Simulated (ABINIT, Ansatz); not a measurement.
# SiSnTeSe2 (P4/mmm): zone-centre phonons, part 2 of 3

Wanted: the vibrations of SiSnTeSe2 (P4/mmm) at Γ, by two programs.

ABINIT 10.8.3; DFT LDA, scalar-relativistic, plane waves, HGH norm-conserving pseudopotentials.

So far. Step 3 (Self-consistent run for the response): The cell stands at -0.74 GPa: the relaxation ran with a smoothed and higher cutoff, and the difference is a stress of the finite basis. Step 4 (Zone-centre response): The acoustic modes at Γ come out as far as 2.6 cm⁻¹ from zero, where they should vanish, a small numerical error. The lowest optical mode is imaginary, 140i cm⁻¹, an instability at this level and on this k mesh. The relaxed cell has a = 4.735, c = 5.335 Å (conventional setting).

The structure was built from a prototype and need not be the compound's stable phase.

## Step 5: Zone-centre analysis

anaddb reads the merged derivatives and imposes the acoustic sum rule.

anaddb.abi reads:

```
ddb_filepath "gamma_DDB"
output_file "anaddb.abo"
outdata_prefix "anaddb"
asr 1
chneut 1
enunit 2
eivec 1
nph1l 1
qph1l 0.0 0.0 0.0 1.0
```

mrgddb.in reads:

```
gamma_DDB
merged
2
dfpt_gammao_DDB
gso_DDB
```

Run with:

```console
$ mrgddb < mrgddb.in > mrgddb.log
$ OMP_NUM_THREADS=1 anaddb anaddb.abi > anaddb.log
```

anaddb.abo, the main output file:

```text
-outvars_anaddb: echo values of input variables ----------------------

 Miscellaneous information :
      enunit         2
       eivec         1
         asr         1
 First list of wavevector (reduced coord.) :
       nph1l         1
       qph1l
                     0.00000000E+00  0.00000000E+00  0.00000000E+00    1.000E+00

================================================================================

 read the DDB information and perform some checks

  ==== Info on the Cryst% object ====
 Real(R)+Recip(G) space primitive vectors, cartesian coordinates (Bohr,Bohr^-1):
 R(1)=  8.9473213  0.0000000  0.0000000  G(1)=  0.1117653  0.0000000  0.0000000
 R(2)=  0.0000000  8.9473213  0.0000000  G(2)=  0.0000000  0.1117653  0.0000000
 R(3)=  0.0000000  0.0000000 10.0810289  G(3)=  0.0000000  0.0000000  0.0991962
 Unit cell volume ucvol=  8.0703232E+02 bohr^3
 Angles (23,13,12)=  9.00000000E+01  9.00000000E+01  9.00000000E+01 degrees
 Time-reversal symmetry is present
 Reduced atomic positions [iatom, xred, symbol]:
    1)    0.0000000  0.0000000  0.0000000  Sn
    2)    0.5000000  0.5000000  0.5000000  Si
    3)    0.5000000  0.0000000  0.5000000  Se
    4)    0.0000000  0.5000000  0.5000000  Se
    5)    0.5000000  0.5000000  0.0000000  Te

 DDB file with 3 blocks has been read.

================================================================================

 Treat the first list of vectors

  Phonon wavevector (reduced coordinates) :  0.00000  0.00000  0.00000
 Phonon energies in Hartree :
  -6.367736E-04 -4.712859E-04 -4.712859E-04 -2.946250E-04 -2.511725E-04
  -2.511725E-04 -2.107973E-04  0.000000E+00  0.000000E+00  0.000000E+00
   1.015989E-04  1.015989E-04  7.848531E-04  1.219010E-03  1.219010E-03
 Phonon energies in meV     :
- -1.732749E+01 -1.282434E+01 -1.282434E+01 -8.017156E+00 -6.834752E+00
- -6.834752E+00 -5.736087E+00  0.000000E+00  0.000000E+00  0.000000E+00
-  2.764646E+00  2.764646E+00  2.135694E+01  3.317096E+01  3.317096E+01
 Phonon frequencies in cm-1    :
- -1.397556E+02 -1.034353E+02 -1.034353E+02 -6.466272E+01 -5.512599E+01
- -5.512599E+01 -4.626466E+01  0.000000E+00  0.000000E+00  0.000000E+00
-  2.229837E+01  2.229837E+01  1.722554E+02  2.675418E+02  2.675418E+02
 Phonon frequencies in Thz     :
- -4.189769E+00 -3.100913E+00 -3.100913E+00 -1.938540E+00 -1.652636E+00
- -1.652636E+00 -1.386980E+00  0.000000E+00  0.000000E+00  0.000000E+00
-  6.684884E-01  6.684884E-01  5.164085E+00  8.020702E+00  8.020702E+00
 Phonon energies in Kelvin  :
- -2.010772E+02 -1.488203E+02 -1.488203E+02 -9.303523E+01 -7.931401E+01
- -7.931401E+01 -6.656453E+01  0.000000E+00  0.000000E+00  0.000000E+00
-  3.208239E+01  3.208239E+01  2.478370E+02  3.849330E+02  3.849330E+02

 Eigendisplacements
 (will be given, for each mode : in cartesian coordinates
   for each atom the real part of the displacement vector,
   then the imaginary part of the displacement vector - absolute values smaller than 1.0d-7 are set to zero)
  Mode number    1   Energy   -6.367736E-04
 Attention : low frequency mode.
   (Could be unstable or acoustic mode)
;  1  0.00000000E+00  0.00000000E+00  4.50042488E-04
;     0.00000000E+00  0.00000000E+00  0.00000000E+00
;  2  0.00000000E+00  0.00000000E+00  3.28156503E-03
;     0.00000000E+00  0.00000000E+00  0.00000000E+00
;  3  0.00000000E+00  0.00000000E+00 -1.15676163E-03
;     0.00000000E+00  0.00000000E+00  0.00000000E+00
;  4  0.00000000E+00  0.00000000E+00 -1.15676163E-03
;     0.00000000E+00  0.00000000E+00  0.00000000E+00
;  5  0.00000000E+00  0.00000000E+00  2.90669809E-04
;     0.00000000E+00  0.00000000E+00  0.00000000E+00
  Mode number    2   Energy   -4.712859E-04
 Attention : low frequency mode.
   (Could be unstable or acoustic mode)
-  1  0.00000000E+00 -1.15077404E-03  0.00000000E+00
-     0.00000000E+00  0.00000000E+00  0.00000000E+00
-  2  0.00000000E+00 -1.36326813E-03  0.00000000E+00
-     0.00000000E+00  0.00000000E+00  0.00000000E+00
-  3  0.00000000E+00 -5.22567487E-04  0.00000000E+00
-     0.00000000E+00  0.00000000E+00  0.00000000E+00
-  4  0.00000000E+00  1.89213966E-03  0.00000000E+00
-     0.00000000E+00  0.00000000E+00  0.00000000E+00
-  5  0.00000000E+00  5.23158670E-04  0.00000000E+00
-     0.00000000E+00  0.00000000E+00  0.00000000E+00
  Mode number    3   Energy   -4.712859E-04
 Attention : low frequency mode.
   (Could be unstable or acoustic mode)
-  1  1.15077404E-03  0.00000000E+00  0.00000000E+00
-     0.00000000E+00  0.00000000E+00  0.00000000E+00
-  2  1.36326813E-03  0.00000000E+00  0.00000000E+00
-     0.00000000E+00  0.00000000E+00  0.00000000E+00
-  3 -1.89213966E-03  0.00000000E+00  0.00000000E+00
-     0.00000000E+00  0.00000000E+00  0.00000000E+00
-  4  5.22567487E-04  0.00000000E+00  0.00000000E+00
-     0.00000000E+00  0.00000000E+00  0.00000000E+00
-  5 -5.23158670E-04  0.00000000E+00  0.00000000E+00
-     0.00000000E+00  0.00000000E+00  0.00000000E+00
  Mode number    4   Energy   -2.946250E-04
 Attention : low frequency mode.
   (Could be unstable or acoustic mode)
;  1  0.00000000E+00  0.00000000E+00  1.77473892E-03
;     0.00000000E+00  0.00000000E+00  0.00000000E+00
;  2  0.00000000E+00  0.00000000E+00 -1.55570548E-03
;     0.00000000E+00  0.00000000E+00  0.00000000E+00
;  3  0.00000000E+00  0.00000000E+00 -4.24811696E-04
;     0.00000000E+00  0.00000000E+00  0.00000000E+00
;  4  0.00000000E+00  0.00000000E+00 -4.24811696E-04
;     0.00000000E+00  0.00000000E+00  0.00000000E+00
;  5  0.00000000E+00  0.00000000E+00 -7.82884741E-04
;     0.00000000E+00  0.00000000E+00  0.00000000E+00
  Mode number    5   Energy   -2.511725E-04
 Attention : low frequency mode.
   (Could be unstable or acoustic mode)
-  1  0.00000000E+00 -1.39935724E-03  0.00000000E+00
-     0.00000000E+00  0.00000000E+00  0.00000000E+00
-  2  0.00000000E+00  1.70834386E-03  0.00000000E+00
-     0.00000000E+00  0.00000000E+00  0.00000000E+00
-  3  0.00000000E+00  1.14174009E-03  0.00000000E+00
-     0.00000000E+00  0.00000000E+00  0.00000000E+00
-  4  0.00000000E+00 -8.62998628E-04  0.00000000E+00
-     0.00000000E+00  0.00000000E+00  0.00000000E+00
-  5  0.00000000E+00  7.53359258E-04  0.00000000E+00
-     0.00000000E+00  0.00000000E+00  0.00000000E+00
  Mode number    6   Energy   -2.511725E-04
 Attention : low frequency mode.
   (Could be unstable or acoustic mode)
-  1  1.39935724E-03  0.00000000E+00  0.00000000E+00
-     0.00000000E+00  0.00000000E+00  0.00000000E+00
-  2 -1.70834386E-03  0.00000000E+00  0.00000000E+00
-     0.00000000E+00  0.00000000E+00  0.00000000E+00
-  3  8.62998628E-04  0.00000000E+00  0.00000000E+00
-     0.00000000E+00  0.00000000E+00  0.00000000E+00
-  4 -1.14174009E-03  0.00000000E+00  0.00000000E+00
-     0.00000000E+00  0.00000000E+00  0.00000000E+00
-  5 -7.53359258E-04  0.00000000E+00  0.00000000E+00
-     0.00000000E+00  0.00000000E+00  0.00000000E+00
  Mode number    7   Energy   -2.107973E-04
 Attention : low frequency mode.
   (Could be unstable or acoustic mode)
;  1  0.00000000E+00  0.00000000E+00  0.00000000E+00
;     0.00000000E+00  0.00000000E+00  0.00000000E+00
;  2  0.00000000E+00  0.00000000E+00  0.00000000E+00
;     0.00000000E+00  0.00000000E+00  0.00000000E+00
;  3  0.00000000E+00  0.00000000E+00  1.86380890E-03
;     0.00000000E+00  0.00000000E+00  0.00000000E+00
;  4  0.00000000E+00  0.00000000E+00 -1.86380890E-03
;     0.00000000E+00  0.00000000E+00  0.00000000E+00
;  5  0.00000000E+00  0.00000000E+00  0.00000000E+00
;     0.00000000E+00  0.00000000E+00  0.00000000E+00
  Mode number    8   Energy    0.000000E+00
 Attention : low frequency mode.
   (Could be unstable or acoustic mode)
-  1  0.00000000E+00 -1.12646993E-03  0.00000000E+00
-     0.00000000E+00  0.00000000E+00  0.00000000E+00
-  2  0.00000000E+00 -1.12646997E-03  0.00000000E+00
-     0.00000000E+00  0.00000000E+00  0.00000000E+00
-  3  0.00000000E+00 -1.12646986E-03  0.00000000E+00
-     0.00000000E+00  0.00000000E+00  0.00000000E+00
-  4  0.00000000E+00 -1.12647008E-03  0.00000000E+00
-     0.00000000E+00  0.00000000E+00  0.00000000E+00
-  5  0.00000000E+00 -1.12646937E-03  0.00000000E+00
-     0.00000000E+00  0.00000000E+00  0.00000000E+00
  Mode number    9   Energy    0.000000E+00
 Attention : low frequency mode.
   (Could be unstable or acoustic mode)
-  1  0.00000000E+00  0.00000000E+00 -1.12645229E-03
-     0.00000000E+00  0.00000000E+00  0.00000000E+00
-  2  0.00000000E+00  0.00000000E+00 -1.12646297E-03
-     0.00000000E+00  0.00000000E+00  0.00000000E+00
-  3  0.00000000E+00  0.00000000E+00 -1.12647869E-03
-     0.00000000E+00  0.00000000E+00  0.00000000E+00
-  4  0.00000000E+00  0.00000000E+00 -1.12647869E-03
-     0.00000000E+00  0.00000000E+00  0.00000000E+00
-  5  0.00000000E+00  0.00000000E+00 -1.12647652E-03
-     0.00000000E+00  0.00000000E+00  0.00000000E+00
  Mode number   10   Energy    0.000000E+00
 Attention : low frequency mode.
   (Could be unstable or acoustic mode)
-  1  1.12646993E-03  0.00000000E+00  0.00000000E+00
-     0.00000000E+00  0.00000000E+00  0.00000000E+00
-  2  1.12646997E-03  0.00000000E+00  0.00000000E+00
-     0.00000000E+00  0.00000000E+00  0.00000000E+00
-  3  1.12647008E-03  0.00000000E+00  0.00000000E+00
-     0.00000000E+00  0.00000000E+00  0.00000000E+00
-  4  1.12646986E-03  0.00000000E+00  0.00000000E+00
-     0.00000000E+00  0.00000000E+00  0.00000000E+00
-  5  1.12646937E-03  0.00000000E+00  0.00000000E+00
-     0.00000000E+00  0.00000000E+00  0.00000000E+00
  Mode number   11   Energy    1.015989E-04
-  1  0.00000000E+00 -2.64115772E-04  0.00000000E+00
-     0.00000000E+00  0.00000000E+00  0.00000000E+00
-  2  0.00000000E+00  1.71666594E-03  0.00000000E+00
-     0.00000000E+00  0.00000000E+00  0.00000000E+00
-  3  0.00000000E+00  1.01935895E-03  0.00000000E+00
-     0.00000000E+00  0.00000000E+00  0.00000000E+00
-  4  0.00000000E+00  1.13453292E-03  0.00000000E+00
-     0.00000000E+00  0.00000000E+00  0.00000000E+00
-  5  0.00000000E+00 -1.46498152E-03  0.00000000E+00
-     0.00000000E+00  0.00000000E+00  0.00000000E+00
  Mode number   12   Energy    1.015989E-04
-  1  2.64115772E-04  0.00000000E+00  0.00000000E+00
-     0.00000000E+00  0.00000000E+00  0.00000000E+00
-  2 -1.71666594E-03  0.00000000E+00  0.00000000E+00
-     0.00000000E+00  0.00000000E+00  0.00000000E+00
-  3 -1.13453292E-03  0.00000000E+00  0.00000000E+00
-     0.00000000E+00  0.00000000E+00  0.00000000E+00
-  4 -1.01935895E-03  0.00000000E+00  0.00000000E+00
-     0.00000000E+00  0.00000000E+00  0.00000000E+00
-  5  1.46498152E-03  0.00000000E+00  0.00000000E+00
-     0.00000000E+00  0.00000000E+00  0.00000000E+00
  Mode number   13   Energy    7.848531E-04
;  1  0.00000000E+00  0.00000000E+00  6.75657316E-06
;     0.00000000E+00  0.00000000E+00  0.00000000E+00
;  2  0.00000000E+00  0.00000000E+00  2.25270689E-03
;     0.00000000E+00  0.00000000E+00  0.00000000E+00
;  3  0.00000000E+00  0.00000000E+00  8.28412298E-04
;     0.00000000E+00  0.00000000E+00  0.00000000E+00
;  4  0.00000000E+00  0.00000000E+00  8.28412298E-04
;     0.00000000E+00  0.00000000E+00  0.00000000E+00
;  5  0.00000000E+00  0.00000000E+00 -1.52737316E-03
;     0.00000000E+00  0.00000000E+00  0.00000000E+00
  Mode number   14   Energy    1.219010E-03
-  1  0.00000000E+00 -1.92015923E-06  0.00000000E+00
-     0.00000000E+00  0.00000000E+00  0.00000000E+00
-  2  1.29583145E-07 -3.24648740E-03  0.00000000E+00
-     0.00000000E+00  0.00000000E+00  0.00000000E+00
-  3  0.00000000E+00  1.75011229E-03  0.00000000E+00
-     0.00000000E+00  0.00000000E+00  0.00000000E+00
-  4  0.00000000E+00 -2.57892072E-04  0.00000000E+00
-     0.00000000E+00  0.00000000E+00  0.00000000E+00
-  5  0.00000000E+00 -2.07041872E-04  0.00000000E+00
-     0.00000000E+00  0.00000000E+00  0.00000000E+00
  Mode number   15   Energy    1.219010E-03
-  1  1.92015923E-06  0.00000000E+00  0.00000000E+00
-     0.00000000E+00  0.00000000E+00  0.00000000E+00
-  2  3.24648740E-03  1.29583145E-07  0.00000000E+00
-     0.00000000E+00  0.00000000E+00  0.00000000E+00
-  3  2.57892072E-04  0.00000000E+00  0.00000000E+00
-     0.00000000E+00  0.00000000E+00  0.00000000E+00
-  4 -1.75011229E-03  0.00000000E+00  0.00000000E+00
-     0.00000000E+00  0.00000000E+00  0.00000000E+00
-  5  2.07041872E-04  0.00000000E+00  0.00000000E+00
-     0.00000000E+00  0.00000000E+00  0.00000000E+00

 Analysis of degeneracies and characters (maximum tolerance=1.00E-06 a.u.)
 For each vibration mode, or group of modes if degenerate,
 the characters are given for each symmetry operation (see the list in the log file).
 Symmetry characters of vibration mode #   1
  1.0 -1.0 -1.0  1.0  1.0 -1.0 -1.0  1.0  1.0 -1.0 -1.0  1.0  1.0 -1.0 -1.0  1.0
 Symmetry characters of vibration mode #   2
        degenerate with vibration mode #   3
  2.0 -2.0  0.0 -0.0 -2.0  2.0 -0.0  0.0 -0.0  0.0 -0.0  0.0  0.0 -0.0  0.0 -0.0
 Symmetry characters of vibration mode #   4
  1.0 -1.0 -1.0  1.0  1.0 -1.0 -1.0  1.0  1.0 -1.0 -1.0  1.0  1.0 -1.0 -1.0  1.0
 Symmetry characters of vibration mode #   5
        degenerate with vibration mode #   6
  2.0 -2.0  0.0 -0.0 -2.0  2.0 -0.0  0.0  0.0 -0.0 -0.0  0.0 -0.0  0.0  0.0 -0.0
 Symmetry characters of vibration mode #   7
  1.0 -1.0 -1.0  1.0  1.0 -1.0 -1.0  1.0 -1.0  1.0  1.0 -1.0 -1.0  1.0  1.0 -1.0
 Symmetry characters of vibration mode #   8
       degenerate with vibration modes #   9 to   10
  3.0 -3.0 -1.0  1.0 -1.0  1.0 -1.0  1.0  1.0 -1.0 -1.0  1.0  1.0 -1.0 -1.0  1.0
 Symmetry characters of vibration mode #  11
        degenerate with vibration mode #  12
  2.0 -2.0  0.0 -0.0 -2.0  2.0 -0.0  0.0  0.0 -0.0 -0.0  0.0 -0.0  0.0  0.0 -0.0
 Symmetry characters of vibration mode #  13
  1.0 -1.0 -1.0  1.0  1.0 -1.0 -1.0  1.0  1.0 -1.0 -1.0  1.0  1.0 -1.0 -1.0  1.0
 Symmetry characters of vibration mode #  14
        degenerate with vibration mode #  15
  2.0 -2.0  0.0  0.0 -2.0  2.0  0.0  0.0  0.0 -0.0  0.0 -0.0 -0.0  0.0 -0.0  0.0
-
```

Wall time 0.5 s (1 thread of Arm Neoverse V1, shared host).

This step gave:

| Property | Result |
| --- | --- |
| highest optical zone-centre mode (no LO-TO term) | 267.5 cm⁻¹ |

No LO-TO term; unit eigenvectors of the mass-weighted matrix, from anaddb's displacements. The modes at Γ (shares of kinetic energy by element, %) (negative means imaginary):

```tsv
mode	frequency (cm⁻¹)	Sn %	Si %	Se %	Te %
1	-139.8	4	55	39	2
2	-103.4	29	10	55	6
3	-103.4	29	10	55	6
4	-64.7	68	12	5	14
5	-55.1	42	15	29	13
6	-55.1	42	15	29	13
7	-46.3	0	0	100	0
8	0.0	27	6	37	30
9	0.0	27	6	37	30
10	0.0	27	6	37	30
11	22.3	2	15	33	50
12	22.3	2	15	33	50
13	172.3	0	26	20	54
14	267.5	0	54	45	1
15	267.5	0	54	45	1
```

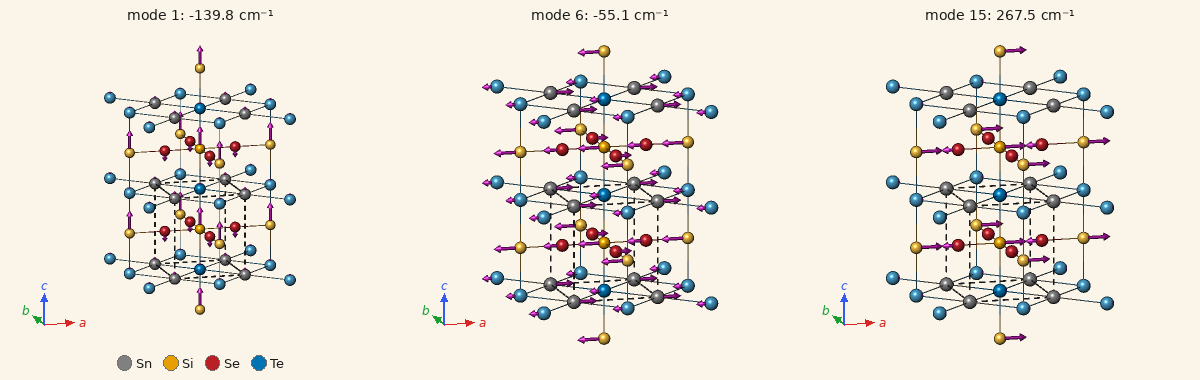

Displacement patterns of modes 1, 6 and 15 at Γ; arrows are exaggerated. 1×1×2 cells are drawn. Some periodic images of atoms are drawn too.

The rule moves no optical mode by more than 0.2 cm⁻¹.

[end of part 2 of 3]

[Host names and launcher messages were left out of these logs when they were recorded.]

[Logs are printed without paths, hosts, clocks, repeated set-up lines and the standing remarks that a program may print on its own settings, such as how far it seeks lower states.]

[Hosts, paths, dates, database ids (printed as entryN), source tags and the programs' standing remarks are cut or masked in the printed files.]
